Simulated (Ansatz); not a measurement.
**SnO, pressure series**

Start from SnO in the litharge type structure (space group P4/nmm, No. 129; a = 3.793 Å, c = 4.764 Å; layered, stacked along the Cartesian z axis).

Cell and atoms are relaxed at each pressure.

Method: r2SCAN+rVV10, PAW, 500 eV (Ansatz, a program for electronic structure; spin-orbit coupling left out), earlier PAW set.

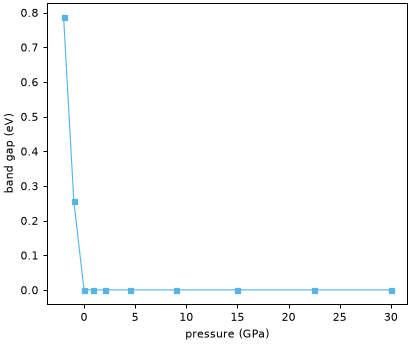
Band gap against pressure

| pressure (GPa) | band gap |
|---|---|
| -2 | 0.79 eV |
| -1 | 0.26 eV |
| 0.9 | zero |
| 2.1 | zero |
| 4.5 | zero |
| 9 | zero |
| 15 | zero |
| 22.5 | zero |
| 30 | zero |

A case with no gap was solved on a k-mesh chosen for an insulator, which is coarse for it. Load acts through the strain it causes; cell and atoms are relaxed under it. No phonon test of stability was made. No other phases were tried under pressure. The final runs are not spin-polarised. The zero or small gap of SnO can change with the level of theory.
